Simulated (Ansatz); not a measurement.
# Calculations on C3H11BSn

### Relaxation

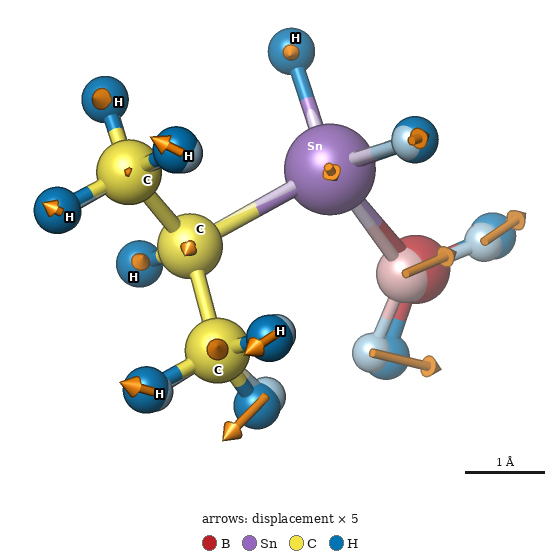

This is a relaxation of C$_{3}$H$_{11}$BSn. The starting structure is drawn faded, the final one solid; orange arrows show the displacements, 5 times their true length. The two geometries are superimposed by the best rigid fit.

Style: ball-and-stick. Shown from a free direction.

The run prepares an end point of a later path (torsion) calculation, from a guessed geometry.

All numbers below come from RHF/def2-SVP (Ansatz 0.2.0). (no spin polarisation; force threshold 0.015 eV/Å; at most 40 steps)

Question: What did the optimiser do to the structure, and how much energy did it gain?

Answer: Over 5 accepted moves (6 points after the start) the energy falls by 12.3 kcal/mol. The largest force component goes from 4.9 to 0.01 eV/Å. The line search rejected the trial step at point 4 of the run. The atom that moves furthest after the best rigid fit is an H atom (0.24 Å). Largest moves by element: H 0.24 Å, B 0.21 Å, C 0.08 Å, Sn 0.07 Å. Near-neighbour distances that change, for instance: B–H 1.124 → 1.200 Å, B–Sn 2.222 → 2.289 Å, C–Sn 2.129 → 2.192 Å, C–H 1.155 → 1.094 Å. Bond angles that change, for instance: H–C–H 115.4° → 107.2°, B–Sn–C 108.2° → 113.8°, C–C–H 106.5° → 112.1°.

### Relaxation

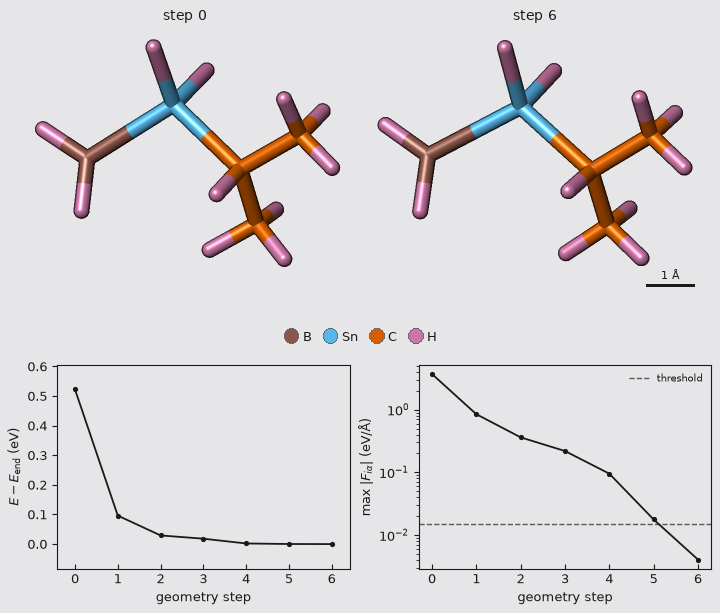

First and last geometry of a relaxation of C3H11BSn, with the history of the run. The picture is a stick view, seen at a tilt.

The run prepares an end point of a later path (torsion) calculation, from a guessed geometry.

All numbers below come from RHF/def2-SVP in Ansatz.

The input:
```yaml
crystal:
  periodic: [false, false, false]
  atoms:
    - { symbol: B, position_ang: [-0.7916, 1.6641, 2.2054] }
    - { symbol: Sn, position_ang: [-1.1674, 0.8984, 0.154] }
    - { symbol: C, position_ang: [0.5726, -0.1416, -0.4983] }
    - { symbol: C, position_ang: [0.9657, -1.2916, 0.4635] }
    - { symbol: C, position_ang: [0.4215, -0.6459, -1.9339] }
    - { symbol: H, position_ang: [0.1895, 1.5423, 2.7409] }
    - { symbol: H, position_ang: [-1.6705, 2.3207, 2.7345] }
    - { symbol: H, position_ang: [-2.4764, -0.194, 0.1631] }
    - { symbol: H, position_ang: [-1.4884, 2.2327, -0.911] }
    - { symbol: H, position_ang: [1.4596, 0.5711, -0.4312] }
    - { symbol: H, position_ang: [0.23685, -2.02203, 0.59448] }
    - { symbol: H, position_ang: [1.16976, -0.79749, 1.48769] }
    - { symbol: H, position_ang: [1.9524, -1.66094, 0.16514] }
    - { symbol: H, position_ang: [1.3123, -1.1449, -2.2482] }
    - { symbol: H, position_ang: [-0.4403, -1.3567, -1.9718] }
    - { symbol: H, position_ang: [0.2315, 0.257, -2.5709] }
basis:
  gaussian: { orbitals: def2-SVP }
hamiltonian:
  xc: hf
relax:
  f_tol: 0.015
  max_steps: 40
```

Command:
```bash
ansatz run input.yaml --threads 2 --pin off --max-ram 3072MiB --backend cpu --events-out ev --progress --plain --runs-dir out
```

Read the history and describe the run.

It converged. The largest move after the best rigid fit is that of H6, 0.26 Å. Largest moves by element: H 0.26 Å, B 0.21 Å, Sn 0.08 Å, C 0.07 Å. Among the contacts that change: B1–H6 1.124 → 1.199 Å, B1–Sn2 2.222 → 2.290 Å, Sn2–C3 2.129 → 2.193 Å, C4–H12 1.155 → 1.093 Å. Among the angles between lasting bonds that change: H11–C4–H13 115.4° → 107.1°, C3–C4–H12 106.1° → 112.1°, B1–Sn2–C3 108.2° → 114.2°. After 6 geometry steps the energy has fallen by 0.522 eV. The largest force component goes from 3.7 to 0.0041 eV/Å.

### Path

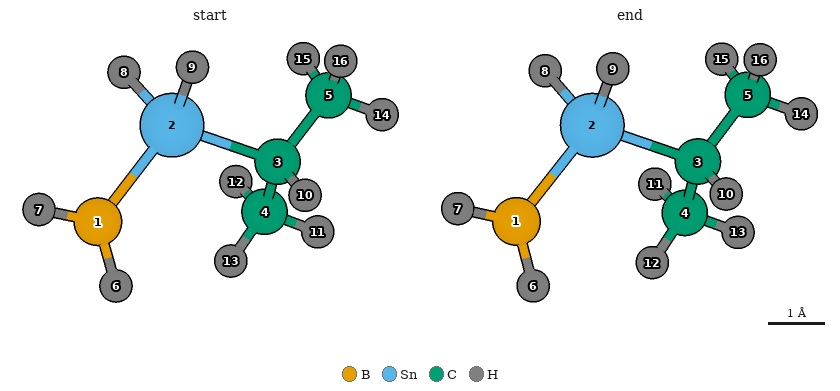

The two relaxed end points of a path for C$_{3}$H$_{11}$BSn. Style: ball-and-stick. Shown at a tilt.

Computed with RHF/def2-SVP in Ansatz 0.2.0.

Settings: 7 movable images; climbing image; force threshold 0.05 eV/Å; iteration limit 60.

Start:
```xyz
16

B    -0.8897    1.8248    2.3001
Sn   -1.1520    0.9287    0.2103
C     0.5966   -0.1872   -0.4989
C     0.9397   -1.3585    0.4263
C     0.4295   -0.6442   -1.9507
H     0.1151    1.6674    2.9361
H    -1.7627    2.4789    2.7988
H    -2.5085   -0.1328    0.2012
H    -1.4869    2.1852   -0.9183
H     1.4226    0.5298   -0.4602
H     1.8456   -1.8714    0.0871
H     0.1386   -2.1025    0.4489
H     1.1177   -1.0338    1.4542
H     1.3310   -1.1546   -2.3056
H    -0.4018   -1.3462   -2.0593
H     0.2424    0.1938   -2.6256
```

End:
```xyz
16

B    -1.0029    1.7539    2.3070
Sn   -1.1617    0.9213    0.1802
C     0.6197   -0.1647   -0.4946
C     0.9693   -1.3243    0.4426
C     0.4813   -0.6320   -1.9462
H    -0.0331    1.5797    2.9910
H    -1.9049    2.3892    2.7770
H    -2.5081   -0.1492    0.0852
H    -1.4613    2.2086   -0.9232
H     1.4319    0.5673   -0.4479
H     0.1773   -2.0781    0.4662
H     1.1355   -0.9879    1.4686
H     1.8840   -1.8290    0.1147
H     1.3959   -1.1299   -2.2847
H    -0.3373   -1.3473   -2.0636
H     0.2915    0.1997   -2.6280
```

Question: What barrier does the band find between them, and by what path?

Answer: The barrier is about 16.4 kJ/mol in both directions, with image 4 at the top; the ends have the same energy. The motion is a rotation about the C3–C4 bond by about 120°. No bond forms or breaks between the ends. Among the angles between lasting bonds that change up to the highest image: C3–C4–H12 111.6° → 114.2°. The band converged in 7 iterations. The largest component of the band force went from 9.9 to 0.049 eV/Å. The climbing image converged on the top of the path. Its vibrational analysis gives one imaginary mode (263i cm⁻¹), as a transition state must have.

Energies of the converged images:

| image | path (Å) | E (kJ/mol) |
| --- | --- | --- |
| 0 | 0.00 | 0.0 |
| 1 | 0.50 | 1.0 |
| 2 | 1.00 | 6.5 |
| 3 | 1.49 | 13.4 |
| 4 | 1.99 | 16.4 |
| 5 | 2.46 | 13.7 |
| 6 | 2.93 | 7.4 |
| 7 | 3.39 | 1.8 |
| 8 | 3.86 | 0.0 |

The geometry at the top of the path:

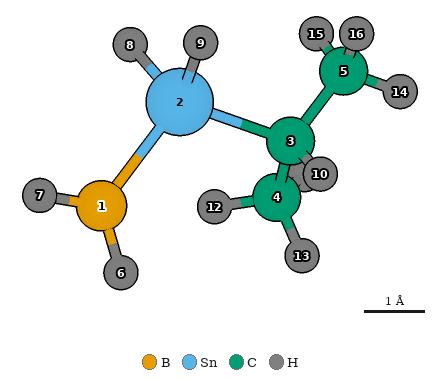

The run took 74 s on 2 threads of AMD EPYC 9R45 96-Core Processor (Zen 5) (shared host), peak memory 0.44 GiB.
